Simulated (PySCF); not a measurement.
# [BN2H6]− (SMILES N[BH2-]N) at CCSD(T)/ANO-RCC-VDZP (sfX2C)

What is the vertical singlet–triplet gap of [BN2H6]− at CCSD(T)/ANO-RCC-VDZP (sfX2C)? The job is set up through a Python script.

The results are computed with PySCF 2.14.0.

## (1) The system as given

[BN2H6]− has 9 atoms, charge -1, and is taken as a singlet. SMILES: `N[BH2-]N`. The coordinates come from a GFN2-xTB relaxation. This is one conformer, not always the lowest.

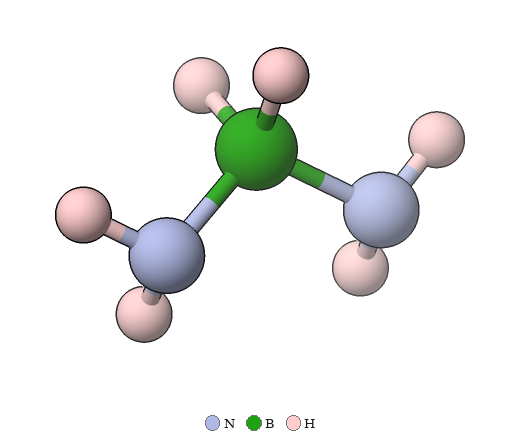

The structure, seen from a chosen angle (nitrogen light blue, boron green, hydrogen pink).

## (2) The energy at CCSD(T)/ANO-RCC-VDZP (sfX2C)

The input, mol.xyz:

```xyz
9
BH6N2
N     -0.990090     0.622370    -0.709670
B      0.340220     0.326560     0.035840
N      0.071130    -0.691540     1.177600
H     -1.332370    -0.238940    -1.131860
H     -0.788570     1.243840    -1.489940
H      0.782890     1.364650     0.509650
H      1.216890    -0.143780    -0.784620
H     -0.259060    -1.565690     0.772080
H      0.958970    -0.917460     1.620910
```

The input, calc.py:

```python
from pyscf import gto, cc

molecule = gto.M(
    atom='mol.xyz',
    verbose=3,
    max_memory=1860,
    spin=0,
    basis='ano-rcc-vdzp',
    charge=-1,
)

calc0 = molecule.RHF()
calc0 = calc0.x2c()
calc0.conv_tol = 1e-10
calc0.kernel()
if not calc0.converged:
    calc0 = calc0.newton().run(calc0.mo_coeff, calc0.mo_occ)

mycc = cc.CCSD(calc0, frozen=3)
mycc.kernel()
e_t = mycc.ccsd_t()
e_tot = mycc.e_tot + e_t
print('E = %.10f Eh' % e_tot)
```

On the command line:

```console
$ OMP_NUM_THREADS=1 python calc.py
```

The program printed:

```text
converged SCF energy = -137.1934898171
E(CCSD) = -137.718940935374  E_corr = -0.5254511182738544
CCSD(T) correction = -0.0146325791848278
E = -137.7335735146 Eh
```

Run time: 25 s. Hardware: 1 thread of Arm Neoverse V1, shared host; peak memory 0.3 GiB.

## (3) The triplet

mol.xyz: that of step 2 with these lines changed.

```diff
@@ -1,3 +1,3 @@
 9
-BH6N2
+
 N     -0.990090     0.622370    -0.709670
```

The input, run.py:

```python
from pyscf import gto, scf, cc

mol = gto.M(
    atom='mol.xyz',
    verbose=4,
    spin=2,
    charge=-1,
    basis='ano-rcc-vdzp',
    max_memory=1860,
)

calc0 = scf.UHF(mol)
calc0 = calc0.sfx2c1e()
calc0.conv_tol = 1e-10
calc0.kernel()
if not calc0.converged:
    calc0 = calc0.newton().run(calc0.mo_coeff, calc0.mo_occ)

mycc = cc.CCSD(calc0, frozen=3)
mycc.kernel()
e_t = mycc.ccsd_t()
e_final = mycc.e_tot + e_t
print(f'total energy: {e_final:.8f} hartree')
```

On the command line:

```console
$ OMP_NUM_THREADS=1 python run.py
```

The program printed:

```text
PySCF version 2.14.0

[... 48 lines left out ...]
WARN: HOMO 0.0580455660790742 >= LUMO -0.235032686043676
[... 90 lines left out ...]
converged SCF energy = -137.036639227966  <S^2> = 2.039414  2S+1 = 3.0261619
[... 12 lines left out ...]
Init t2, MP2 energy = -0.502636806055563
[... 22 lines left out ...]
UCCSD converged
[... 2 lines left out ...]
total energy: -137.59223377 hartree
```

Wall time 1.7 min (1 thread of Arm Neoverse V1, shared host); peak memory 1.1 GiB.

## (4) Results

At CCSD(T)/ANO-RCC-VDZP (sfX2C), 3 core orbitals frozen:

| quantity | value |
| --- | --- |
| singlet: total energy | -137.73357 Eh |
| singlet: HOMO energy (Hartree–Fock orbitals) | -3.16 eV |
| singlet: LUMO energy (Hartree–Fock orbitals) | 6.88 eV |
| singlet: HOMO–LUMO gap (to an unbound level, set by the basis) | 10.04 eV |
| singlet: correlation energy (3 core orbitals frozen) | -540.1 mEh |
| singlet: (T) correction | -14.63 mEh |
| singlet: T1 diagnostic | 0.010 |
| triplet: total energy | -137.59223 Eh |
| triplet: HOMO energy (Hartree–Fock orbitals) (highest over α and β) | 2.09 eV |
| triplet: LUMO energy (Hartree–Fock orbitals) (lowest over α and β) | 3.62 eV |
| triplet: correlation energy (3 core orbitals frozen) | -555.6 mEh |
| triplet: (T) correction | -22.08 mEh |
| triplet: ⟨S²⟩ of the reference determinant | 2.039 |
| triplet: T1 diagnostic | 0.023 |
| vertical energy of the triplet above the singlet | 3.846 eV |

What this shows: At this shape the triplet lies 3.85 eV (89 kcal/mol) above the singlet. For an anion a state so high probably lies above electron detachment. The triples (singlet) make up 2.7 % of the correlation energy. Mulliken charges (triplet) of the mean-field density run from -0.42 on H8 to +0.43 on B2. The triples (triplet) make up 4.0 % of the correlation energy. The HOMO (triplet) lies at positive energy, 2.09 eV: the electron is unbound at this level or held by a compact basis; values depend on the basis.
